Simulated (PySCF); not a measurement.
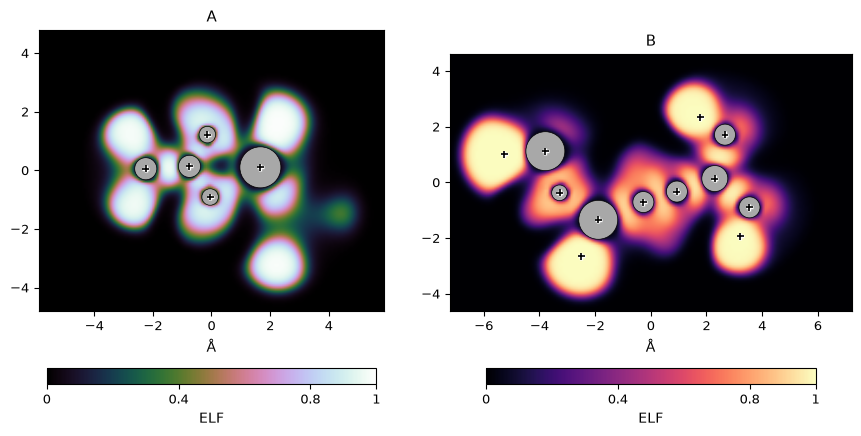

The electron localisation function of 2 systems, each on a plane through atoms (crosses mark nuclei in the plane; grey discs cover the cores).

Theory: PySCF 2.14.0, BP86/pcSseg-1, SCF density, gas phase, non-relativistic.

System 1: C$_{2}$H$_{12}$O$_{2}$Si$_{4}$, the plane of atoms C1, C2 and O3. Geometry: GFN2-xTB.

```xyz
20

C     2.3617   -1.4009    0.6439
C     1.2576   -0.3937    0.6654
O     1.0784    0.3869   -0.3074
O     0.4643   -0.2928    1.6151
Si   -0.4907    1.2718    0.5405
Si    0.2336    3.2665   -0.4065
Si   -2.0562   -0.1426   -0.4191
Si   -1.4250   -2.3607   -0.6612
H     1.9833   -2.3115    0.1798
H     3.1949   -1.0287    0.0538
H     2.6760   -1.6313    1.6582
H    -0.8782    1.6385    1.9291
H    -0.8927    4.2057   -0.3454
H     1.3679    3.9372    0.2463
H     0.6055    3.1650   -1.8206
H    -3.3198   -0.0346    0.3323
H    -2.4207    0.4266   -1.7319
H    -1.0188   -2.9739    0.6080
H    -0.2649   -2.4905   -1.5553
H    -2.4561   -3.2369   -1.2250
```

System 2: C$_{4}$H$_{10}$BOSi$_{2}$ (charge −1), the plane of atoms C1, B2 and C4. Geometry: GFN2-xTB.

```xyz
18

C    -1.9276    1.7423   -0.9787
B    -1.9373    0.2423   -0.3703
C    -3.3776   -0.4922   -0.2741
C    -0.7320   -0.4118    0.0649
C     0.3427   -0.9579    0.4379
Si    1.7585   -1.8115    0.9840
O     3.3235   -1.1604    0.9398
Si    4.1585    0.1182    0.5351
H    -2.3228    1.7695   -1.9984
H    -2.5488    2.4234   -0.3896
H    -0.9251    2.1696   -1.0115
H    -3.8512   -0.5860   -1.2556
H    -3.3043   -1.4967    0.1445
H    -4.0772    0.0679    0.3531
H     2.0520   -3.1102    1.5533
H     5.5478   -0.2336    0.8793
H     3.7527    1.3134    1.2883
H     4.0681    0.4139   -0.9020
```

**Match each panel to its system.**

Panel A is system 1, C$_{2}$H$_{12}$O$_{2}$Si$_{4}$: the plane holds C, O and Si. C–O (1.24 Å): the ELF peaks at about 0.85 between the atoms (a short, strongly polar bond). Panel B is system 2, C$_{4}$H$_{10}$BOSi$_{2}$: the plane holds C, B, Si, O and H. C–C (1.26 Å): the ELF peaks at about 0.90 between the atoms; a short, multiple covalent bond.
